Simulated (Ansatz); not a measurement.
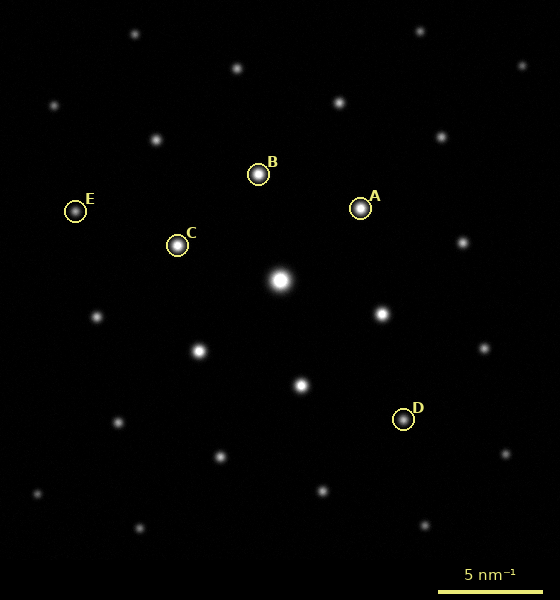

Computed electron diffraction pattern, 100 kV, single scattering only, B = 0.5 Å². The zone axis points towards the electron source and the pattern is seen from the source side.

The sample is Si, space group Fd-3m (No. 227), a = 5.441 Å. Structure: the input geometry of an electronic-structure calculation (not necessarily at equilibrium).

```cif
data_structure
_symmetry_space_group_name_H-M 'Fd-3m:1'
_symmetry_Int_Tables_number 227
_cell_length_a 5.4408
_cell_length_b 5.4408
_cell_length_c 5.4408
_cell_angle_alpha 90.000
_cell_angle_beta 90.000
_cell_angle_gamma 90.000
_cell_volume 161.06
loop_
_atom_site_label
_atom_site_type_symbol
_atom_site_symmetry_multiplicity
_atom_site_Wyckoff_symbol
_atom_site_fract_x
_atom_site_fract_y
_atom_site_fract_z
_atom_site_occupancy
Si1 Si 8 a 0.00000 0.00000 0.00000 1
```

Spot A is indexed -2 2 0 and spot B -2 0 2.

> Give hkl for C, D, E.

C = −A + B = 0 -2 2 (d = 1.924 Å). D = A − 2B = 2 2 -4 (d = 1.111 Å). E = −2A + 2B = 0 -4 4 (d = 0.962 Å).

> Find the zone axis.

The cross product of A and B is parallel to [111]; every spot obeys hu + kv + lw = 0.
